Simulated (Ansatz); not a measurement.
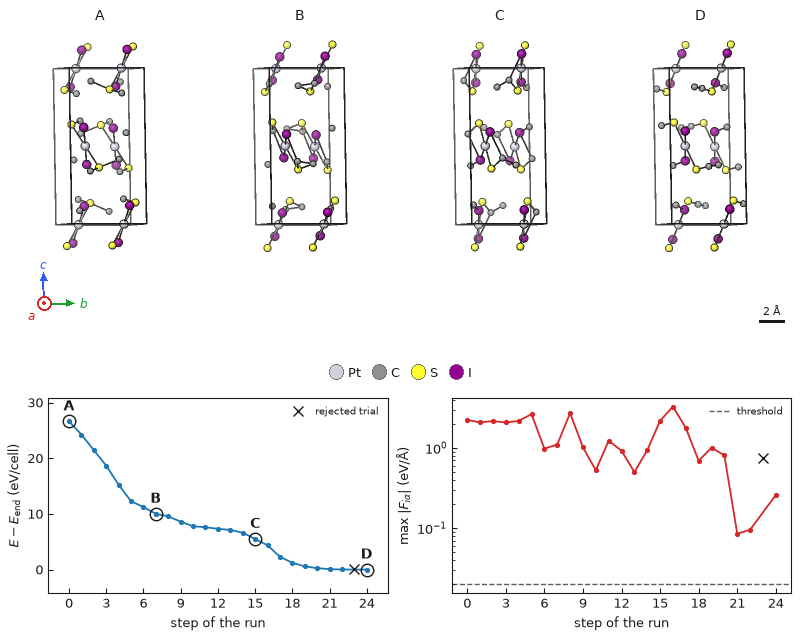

Frames of a relaxation of crystalline PtC₄S₂I₂ (set up in C2/c), marked on the history of the run. The picture is a ball-and-stick view of the conventional cell (2 times the calculation's cell), seen from a free direction. Lengths and directions refer to the drawn axes.

Method: DFT, PBE, plane-wave PAW, default files, scalar-relativistic in Ansatz. Set-up: plane-wave cutoff 420 eV; k-point mesh 6 × 6 × 3; occupations fermi dirac; smearing width 0.05 eV; no spin polarisation; atoms relaxed in a fixed cell; force threshold 0.02 eV/Å; at most 60 steps.

### Describe the path.

The run was cut off at its time limit before the relaxation converged, so the last structure is only a point on the way. The largest moves, 1.70 Å, are those of C atoms. Largest moves by element: C 1.70 Å, I 0.81 Å, S 0.43 Å. Pt stays in place. The lattice vectors keep their values. Among the contacts that change: C–I 4.063 → 1.999 Å, C–C 2.798 → 1.236 Å, C–S 1.807 → 2.889 Å, I–Pt 2.605 → 3.116 Å. New bonds form: C–C (2.80 → 1.24 Å), C–I (4.06 → 2.00 Å). Bonds break: C–S (1.81 → 2.89 Å). Among the angles between lasting bonds that change: S–Pt–I 94.4° → 91.5°, S–Pt–I 85.6° → 88.5°. The space group stays C2/c (No. 15). The energy falls by 26.601 eV per cell of the calculation in 23 accepted moves (24 points after the start). Largest force component: 2.2 eV/Å at the start, 0.26 eV/Å at the end. The line search rejected the trial step at point 23 of the run. From step 0 to 7: C atoms move most (0.98 Å), energy −16.577 eV per cell of the calculation. From step 7 to 15: C atoms move most (0.82 Å), energy −4.520 eV per cell of the calculation. From step 15 to 24: C atoms move most (0.93 Å), energy −5.504 eV per cell of the calculation.

Limits of the set-up: layers or molecules are held without a dispersion correction, so their spacing is unreliable.
